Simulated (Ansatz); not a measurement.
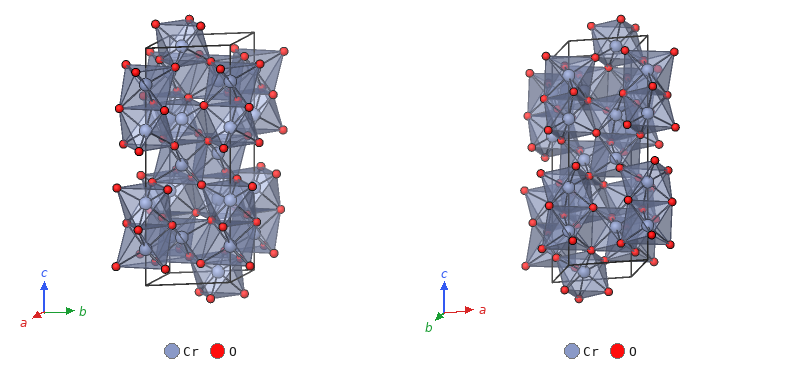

Polyhedra are drawn about Cr (bonds: Cr–O below 2.2 Å); other atoms are plain spheres. Two views of the same piece.

Cr₂O₃ (space group R-3c, No. 167). Coordinates: the input geometry of an electronic-structure calculation (not necessarily at equilibrium).

> What figure surrounds each Cr atom, and what does it share with the other drawn polyhedra?

Cr: CrO6 octahedron, sharing edges with three neighbours, corners with nine neighbours and a face with one neighbour.

> What is the connectivity of the polyhedra: isolated, groups, chains, layers or framework?

They form a three-dimensional framework of corner-, edge- and face-sharing octahedra.
